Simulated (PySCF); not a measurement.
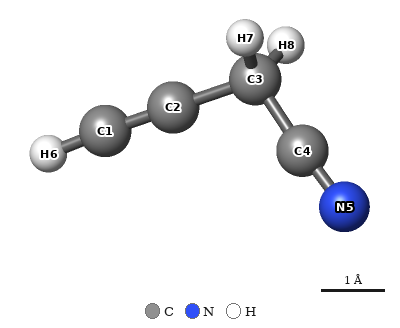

Starting structure of C$_{4}$H$_{3}$N. The picture is a ball-and-stick view, seen at a tilt.

The start comes from GFN2-xTB. Its atoms were then displaced at random by about 0.01 Å.

Computed with PBE0-D3(BJ)/def2-SVP geometry optimisation, gas phase in PySCF.

```xyz
8

C     1.9483   -0.0050   -0.3896
C     0.7898   -0.2019   -0.0806
C    -0.6082   -0.4397    0.2865
C    -1.3590    0.7240   -0.0258
N    -2.0251    1.6329   -0.2876
H     2.9207    0.2035   -0.6688
H    -0.6474   -0.6362    1.3709
H    -0.9639   -1.2966   -0.2575
```

What does the optimiser find from here?

The largest move after the best rigid fit is that of N5, 0.11 Å. By element the largest moves are N 0.11 Å, H 0.11 Å, C 0.08 Å. Among the contacts that change: C3–C4 1.420 → 1.464 Å, C1–H6 1.033 → 1.075 Å, C3–H8 1.075 → 1.104 Å, C1–C2 1.215 → 1.208 Å. Among the angles between lasting bonds that change: C2–C3–C4 108.5° → 113.4°, H7–C3–H8 110.1° → 106.3°, C4–C3–H8 111.5° → 108.2°. The energy falls by 0.134 eV in 6 geometry steps. The run took 12 s on 1 thread of Arm Neoverse V2 (shared host).

History of the run:

| step | E − E(0), eV |
| --- | --- |
| 0 | 0.0000 |
| 1 | 0.1058 |
| 2 | -0.0154 |
| 3 | -0.1174 |
| 4 | -0.1327 |
| 5 | -0.1335 |
| 6 | -0.1338 |

The structure at the end:

```xyz
8

C     1.9819   -0.0151   -0.3927
C     0.8245   -0.1879   -0.0917
C    -0.5713   -0.4065    0.2749
C    -1.4373    0.7351   -0.0251
N    -2.1319    1.6293   -0.2576
H     3.0108    0.1430   -0.6603
H    -0.6517   -0.6271    1.3534
H    -0.9697   -1.2900   -0.2534
```

The end point in the same view:

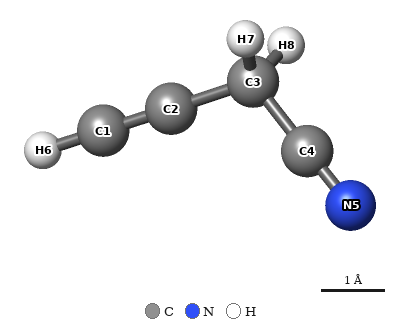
